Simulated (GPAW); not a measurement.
# BaTiO3 (P4/mmm): refractive index against wavelength

The refractive index of BaTiO3 (P4/mmm) along x below the direct gap (1.91 eV on the mesh) is read from one computed spectrum, n = √(Re ε). x, y and z are the Cartesian axes of the input cell.

Symmetry: P4/mmm, No. 123, tetragonal system. The conventional cell has a = 4.000 Å, b = 4.000 Å, c = 4.018 Å, α = 90.00°, β = 90.00°, γ = 90.00°. Ba on site a has 12 O at 2.83 Å as nearest neighbours. Around Ti on site d lie 6 O at 2.00 to 2.01 Å. O on site e is surrounded by 2 Ti at 2.00 Å. O on site c is surrounded by 2 Ti at 2.01 Å.

Method: GPAW 26.7.0, PBE, RPA, k-mesh 8×8×8, local fields up to 50 eV, Lorentzian half width 0.15 eV.

Launch of the response step: `OMP_NUM_THREADS=1 python df.py`. The run took 4.9 min, its band step included, on 1 thread of Arm Neoverse V2, on a shared host.

```tsv
wavelength (nm)	photon energy E (eV)	n
3000	0.413	2.4853
2000	0.620	2.4958
1550	0.800	2.5090
1310	0.946	2.5228
1064	1.165	?
```

In the single-oscillator model n² − 1 = E₀E_d/(E₀² − E²), so 1/(n² − 1) = E₀/E_d − E²/(E₀E_d) is linear in E².

Working, on the rows shown:

| x = E² (eV²) | y = 1/(n² − 1) |
| --- | --- |
| 0.170801 | 0.193173 |
| 0.384302 | 0.191241 |
| 0.639837 | 0.188855 |
| 0.895757 | 0.18641 |

Means: x̄ = 0.52267, ȳ = 0.18992. Σ(x − x̄)(y − ȳ) = -0.002762, Σ(x − x̄)² = 0.2959. Slope = -0.002762 / 0.2959 = -0.009334; intercept = ȳ − slope · x̄ = 0.1948. Turned back into n, the line misses the rows shown by at most 0.00017.

Q: What does the fit predict for the withheld row, and how well does it do?

A: At x = 1.3578 the line gives y = 0.18212, that is 2.5477. The run gave 2.5497, so the extrapolation is off by 0.002, 3 % of the range in the table.

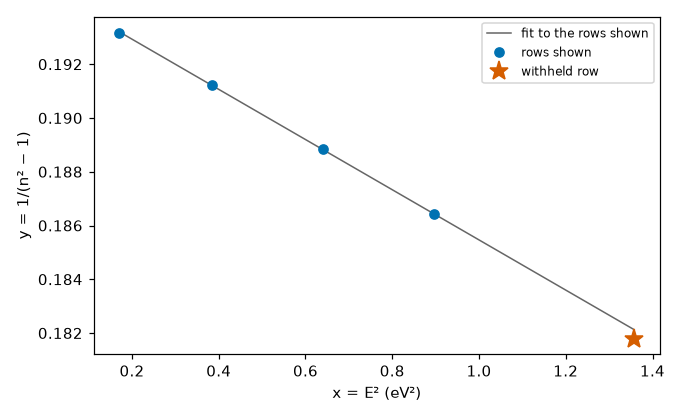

Refitted with all rows, the slope is -0.009598 and the intercept 0.19491. These give E₀ = √(intercept/−slope) = 4.51 eV and E_d = E₀/intercept = 23.1 eV; E₀ is 2.4 times the direct gap. The electronic limit at long wavelengths, without lattice vibrations, is n = √(1 + 1/intercept) = 2.476. Excitons are left out; PBE gaps are as a rule too small. The values come from a sum over the points of one k-mesh and carry its error, which grows as the direct gap shrinks. This version of GPAW has incomplete matrix elements in the optical limit, which can lower ε − 1 by up to a tenth where first-row anions or d states rule. Spin-orbit coupling is left out.

[Logs are printed without paths, hosts, clocks, repeated set-up lines and the standing remarks that a program may print on its own settings, such as how far it seeks lower states.]
